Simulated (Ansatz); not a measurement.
# H3N2Si (SMILES N=[Si]=[NH2+]) (charge +1): what the fields show

```yaml
atoms:
  - { symbol: N, position_ang: [-1.3048, 1.6481, -1.5439] }
  - { symbol: N, position_ang: [1.6136, 2.8078, -1.5633] }
  - { symbol: Si, position_ang: [0.1447, 2.1302, -1.2679] }
  - { symbol: H, position_ang: [-2.0562, 1.1818, -1.0337] }
  - { symbol: H, position_ang: [2.4333, 2.2579, -1.8352] }
  - { symbol: H, position_ang: [1.8324, 3.7808, -1.3318] }
```

Geometry: r2SCAN-D4/def2-SVP.

Level of theory: isolated molecule in a Gaussian basis; Kohn-Sham density functional theory, functional PBE0 (Ansatz 0.2.0).

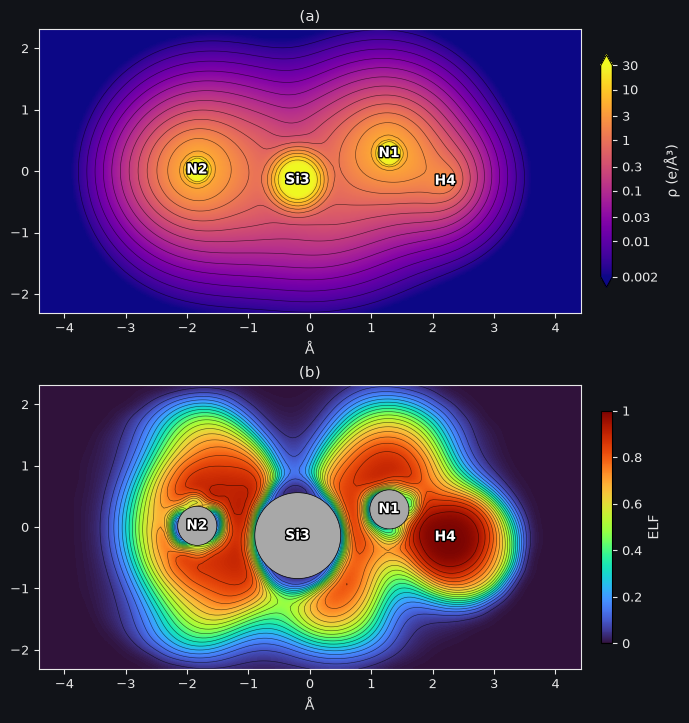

Figure 1. (a) total electron density; (b) ELF on the plane of atoms Si3, N1 and H4. Grey discs cover the atomic cores in the ELF map.

Question: Read the bonding off the picture.

Answer: The section cuts through N, Si and H sites.
Si–N (1.55 Å): ρ at the midpoint is about 1.4 e/Å³; the ELF peaks at about 0.85 between the atoms, as expected for a polar covalent bond.
N–H (1.02 Å): ρ is about 2.9 e/Å³ halfway; the ELF climbs to about 1 towards the hydrogen, as it does in any bond to H; an ordinary covalent bond to hydrogen.
Si–N (1.64 Å): ρ is about 1.3 e/Å³ halfway; the ELF peaks at about 0.90 between the atoms (a short, strongly polar bond).
The ELF also peaks beside N1, away from the bonds: lone-pair regions.

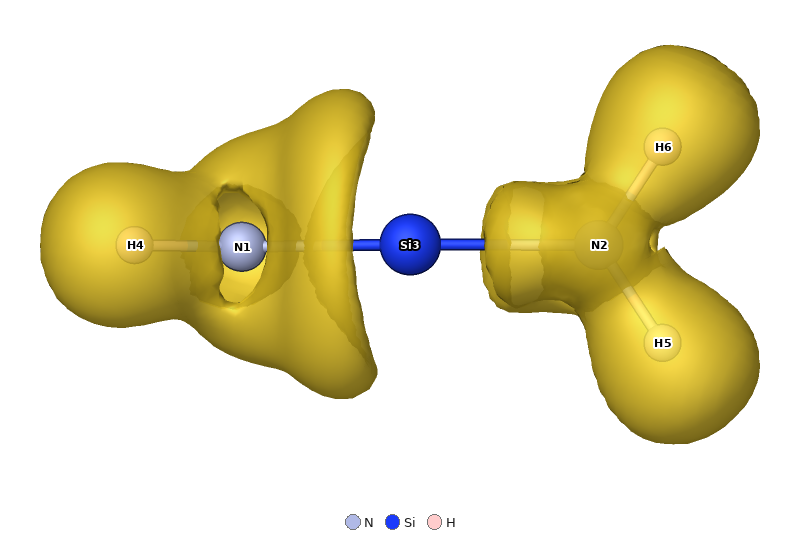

Figure 2. Isosurface of the electron localisation function at 0.75 (yellow), seen across its widest extent. Core shells and regions of very low density are left out.

Question: Describe the localisation domains.

Answer: The surface consists of two joined regions spread over several atoms (H, N, Si), in which their bonds and any lone pairs are merged.

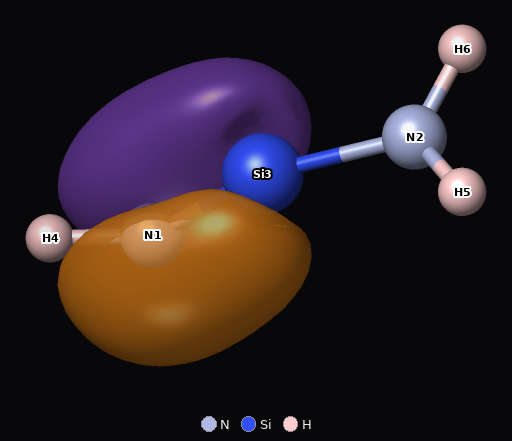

Figure 3. The HOMO at ±0.15 Å⁻³ᐟ² (orange and purple are the two phases), seen at a tilt.

Question: Where does this orbital lie, and at what energy?

Answer: Its weight (Hirshfeld) is mainly on N1 (about 65 %) and Si3 (about 30 %). Its energy is −14.51 eV.
